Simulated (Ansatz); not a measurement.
Formation energy of the bound charge states of Fe on the Al site (Fe_Al) in zinc-blende AlP (start: the Al site; 64-site cell, 2×2×2 shifted sampling) against the Fermi level, Al-rich (Δμ(Al) = 0.00 eV, Δμ(Fe) = -0.63 eV, bounded by AlFe (Pm-3m); only phases computed here count, gases as isolated molecules at 0 K). These are PBE, PAW (plane waves to 420 eV; Ansatz, an electronic-structure program) values and carry that method's errors.

Cell and caveats: 64-site cell; 2×2×2 shifted k-points; host gap 1.63 eV; charged states image-corrected; no Hubbard U; not converged in cell size.

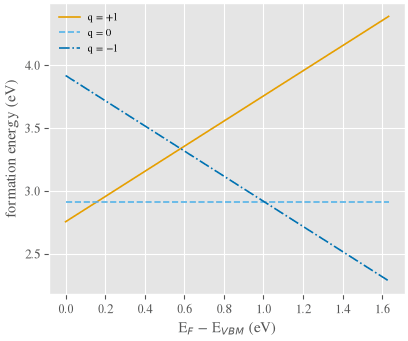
Figure. Formation energy of each charge state against the Fermi level

Crossings of the lowest lines: (+1/0) at 0.16 eV; (0/−1) at 1.00 eV. At the valence-band maximum: q = +1: 2.75 eV; q = 0: 2.91 eV; q = −1: 3.92 eV.
